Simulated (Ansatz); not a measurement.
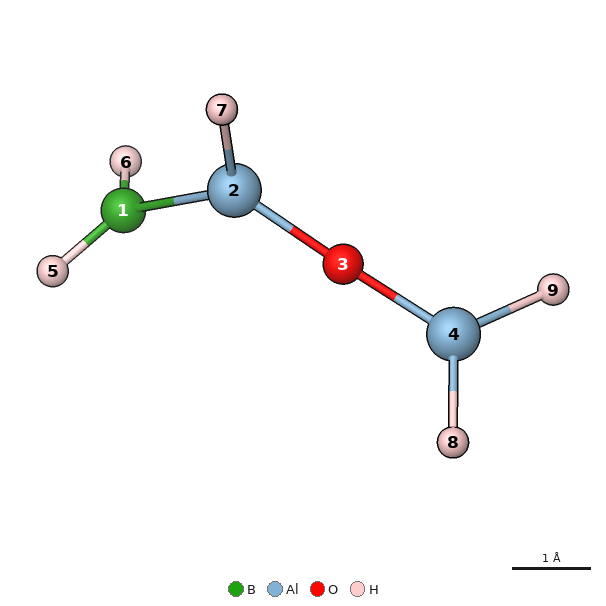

Orthographic view with a scale bar. The geometry was computed by an optimisation with PBE0-D4/def2-TZVP. No frequency run is at hand to confirm it as a minimum.

Give an XYZ file in the frame of the picture: x to the right, y up, z towards the viewer, origin at the mean of the atomic positions.

```xyz
9
Al2BH5O
B   -2.07   0.54  -1.07
Al  -0.65   0.80   0.48
O    0.75  -0.15   0.46
Al   2.17  -1.05   0.50
H   -2.98  -0.24  -1.00
H   -2.04   1.17  -2.09
H   -0.80   1.84   1.68
H    2.16  -2.44   1.26
H    3.45  -0.47  -0.23
```
